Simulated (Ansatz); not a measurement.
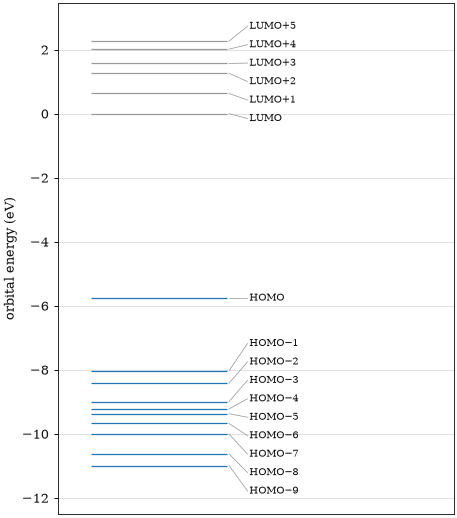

Kohn-Sham orbital energies near the frontier, B97M-V/def2-TZVPP with the Ansatz code, at a PBE0-D4/def2-TZVP geometry (no frequency check), isolated molecule; empty levels in grey, levels within 0.03 eV side by side.

Question: Which molecule has this level scheme?
A. C₅H₁₂, SMILES CCCCC
B. C₈H₁₆, SMILES C[C@@H]1CCCC[C@@H]1C
C. C₁₀H₂₂O, SMILES CCCCCCCCCCO
D. C₆H₁₂, SMILES CCC=C(C)C

Answer: D. HOMO −5.76 eV, LUMO 0.00 eV, separation 5.76 eV.

Note: one conformer of a flexible molecule; empty levels above zero depend strongly on the basis.
